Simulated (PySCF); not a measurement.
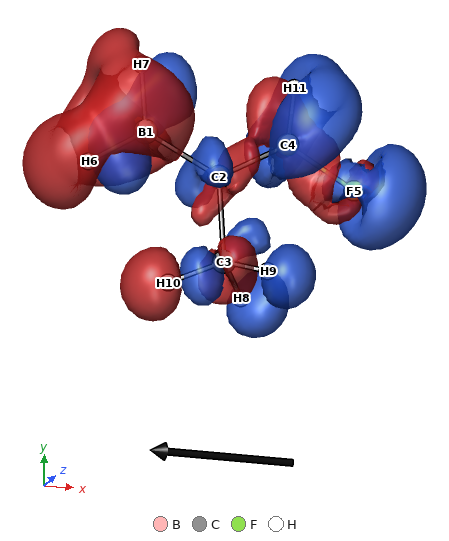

Figure 1: C3H6BF, charge −1, doublet, SMILES `B[C-](C)[CH]F`. Change of the electron density in a uniform field of 0.10 V/Å along −x (arrow), surfaces at ±0.0008 e/Å³ (blue: gain, red: loss).

Method: BP86/def2-SVPD; geometry: GFN2-xTB; program: PySCF. No frequency check shows the geometry to be a minimum. For an anion such functionals hold the outermost electrons too loosely, so the response is rough. The stability of the open-shell solution wasn't checked. GFN2-xTB doesn't know the spin state, so this open-shell geometry is rough.

Input

```python
import numpy as np
from pyscf import gto, scf, dft
from pyscf.scf import atom_ks, atom_hf
from scipy.linalg import block_diag

def solve(mol, dm0=None, hcore=None):
    mf = (dft.UKS if mol.spin else dft.RKS)(mol, xc='bp86')
    mf.grids.level = 3
    mf = mf.density_fit(auxbasis='def2-universal-jkfit')
    mf.conv_tol, mf.max_cycle = 1e-8, 80
    if hcore is not None:
        mf.get_hcore = lambda *args: hcore
    mf.kernel(dm0)
    if not mf.converged:
        mf = mf.newton().run(mf.mo_coeff, mf.mo_occ, max_cycle=30)
    assert mf.converged, 'SCF not converged'
    return mf

mol = gto.M(atom='''
B     -1.87867     0.80144    -0.02093
C     -0.56174     0.10175     0.00256
C     -0.47252    -1.41222     0.00715
C      0.65645     0.76036     0.06948
F      1.89432     0.07890    -0.03367
H     -2.90812     0.18363    -0.04077
H     -1.95938     1.99784    -0.02435
H      0.10958    -1.78147    -0.84534
H      0.02151    -1.78223     0.91329
H     -1.46700    -1.85717    -0.04233
H      0.81474     1.82279    -0.02795
''', basis='def2-svpd', charge=-1, spin=1, verbose=4)
field = np.array([0.002, 0.0, 0.0])  # atomic units
mol.set_common_orig(mol.atom_charges() @ mol.atom_coords() / mol.atom_charges().sum())
mf = solve(mol)
out = dict(dm0=mf.make_rdm1(), d0=mf.dip_moment(unit='AU'), e0=mf.e_tot)
for name, sign in (('p', 1), ('m', -1)):
    h = mf.get_hcore() + sign * np.einsum('x,xij->ij', field, mol.intor('int1e_r'))
    mi = solve(mol, mf.make_rdm1(), h)
    out.update({'dm' + name: mi.make_rdm1(), 'd' + name: mi.dip_moment(unit='AU'), 'e' + name: mi.e_tot})
# spherically averaged free atoms, for the promolecule
atm = atom_ks.get_atm_nrks(mol, xc='bp86')
pro = block_diag(*[(atm[a[0]][2] * atm[a[0]][3]) @ atm[a[0]][2].T for a in mol._atom])
np.savez('result.npz', pro=pro, **out)
```

Run with:

```sh
OMP_NUM_THREADS=1 python input.py
```

The run took 80 s on 1 thread of Arm Neoverse V2, with other jobs on the host, peak memory 0.58 GiB.

Partitions, critical points and surface values were worked out afterwards from this run's density.

The field was applied in both directions; the picture shows the one opposite to the script's first.

How large is the response?

Answer. The induced dipole is 0.52 D (along the field); α along this axis, from the fields in both directions, is 102 bohr³ (15.1 Å³).
